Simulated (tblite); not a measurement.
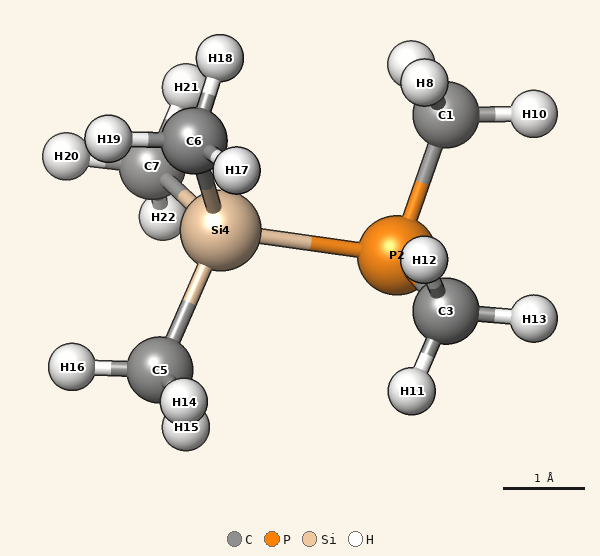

*The structure (ball-and-stick view, seen at a tilt; atoms are numbered from 1 in the order of the input).*

Bond lengths as drawn: C–H 1.09 Å, C–P 1.85 Å, C–Si 1.91 to 1.92 Å and P–Si 2.27 Å.

Run report: C5H15PSi, frequency calculation

The run: frequency calculation of C5H15PSi, SMILES CP(C)[Si](C)(C)C. Method and program: GFN2-xTB harmonic vibrations, gas phase (tblite 0.8.0).

**Input file**
```
{"job": {"kind": "ir", "xc": "GFN2-xTB", "basis": "xTB"}, "charge": 0, "multiplicity": 1}
C     -1.653738     1.777669     0.543222
P     -1.364931     0.003368     0.995895
C     -2.323285    -0.776061    -0.386449
Si     0.729588    -0.246795     0.158409
C      1.083347    -2.122243     0.063734
C      1.034956     0.522799    -1.574450
C      1.925045     0.566349     1.405136
H     -1.462499     1.959435    -0.512359
H     -1.002115     2.404354     1.146893
H     -2.687051     2.036125     0.770323
H     -2.121070    -1.844090    -0.395486
H     -2.062261    -0.346458    -1.351626
H     -3.386777    -0.627174    -0.205328
H      0.576715    -2.583728    -0.778142
H      0.746678    -2.621918     0.966859
H      2.145707    -2.313598    -0.046128
H      0.324892     0.148698    -2.306964
H      0.945788     1.605161    -1.547280
H      2.030982     0.285746    -1.935739
H      2.957665     0.433853     1.099425
H      1.741875     1.632149     1.499066
H      1.810078     0.125745     2.390139
```

The first line tells a small driver script what to run in tblite; the rest is the geometry in Å.

Run on 1 CPU thread, shared host.

Run as:
```bash
OMP_NUM_THREADS=1 python <driver script> task.json out
```

**The program's output**
```
mode    cm-1     km/mol
  1      22.6      0.85
  2      85.3      0.11
  3      96.8      0.10
  4     103.0      0.13
  5     108.6      0.38
  6     124.2      1.28
  7     157.4      0.31
  8     163.5      3.53
  9     174.1      3.85
 10     186.0      0.85
 11     198.4      1.98
 12     215.3      4.18
 13     228.2      3.53
 14     281.8      1.64
 15     422.1     24.00
 16     642.1     19.47
 17     701.8      2.32
 18     719.9     21.71
 19     729.4      2.13
 20     743.8     31.76
 21     770.1      0.22
 22     781.2      5.92
 23     792.8      0.77
 24     822.8      0.52
 25     841.6    153.75
 26     845.0    166.13
 27     853.3    303.57
 28     865.8      0.51
 29     904.7      1.18
 30     941.2     44.39
 31    1319.0      0.88
 32    1319.6      1.87
 33    1360.1     10.49
 34    1364.9     13.53
 35    1367.6      4.41
 36    1448.8      0.37
 37    1458.9      3.47
 38    1460.4      6.76
 39    1467.4      2.59
 40    1481.8      0.11
 41    1483.4      0.31
 42    1484.8      0.23
 43    1487.7      0.76
 44    1488.9      0.25
 45    1490.5      0.06
 46    2991.6      5.06
 47    2995.4     17.16
 48    2998.4      0.27
 49    3002.6     22.20
 50    3024.9     11.75
 51    3027.6     13.63
 52    3031.4     19.02
 53    3035.0     15.22
 54    3039.6     11.23
 55    3042.1     12.39
 56    3042.7     20.35
 57    3044.9     10.36
 58    3046.9     22.67
 59    3050.0     75.09
 60    3050.3     40.58
```

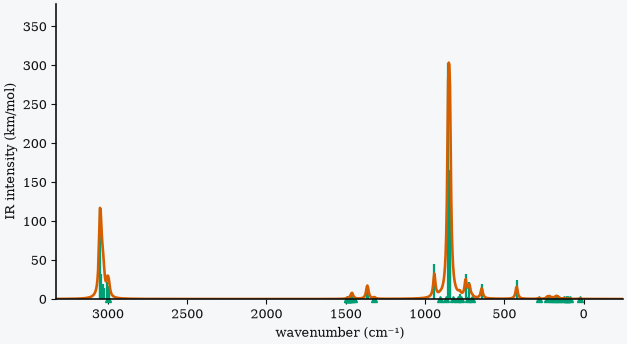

*Harmonic infrared spectrum, unscaled: sticks (degenerate modes added up, dark ones marked on the axis) with a Lorentzian envelope of 16 cm⁻¹ full width, scaled to the tallest stick.*

60 modes from 23 to 3050 cm⁻¹, none imaginary. The strongest line is at 853 cm⁻¹ (304 km/mol).

**Key numbers**

```json
{"quantity": "outcome", "value": "converged"}
{"quantity": "total energy", "value": "−614.3519 eV"}
{"quantity": "zero-point energy", "value": "116.4100 kcal/mol"}
{"quantity": "wall time", "value": "0.89 s"}
{"quantity": "peak memory", "value": "0.18 GiB"}
```
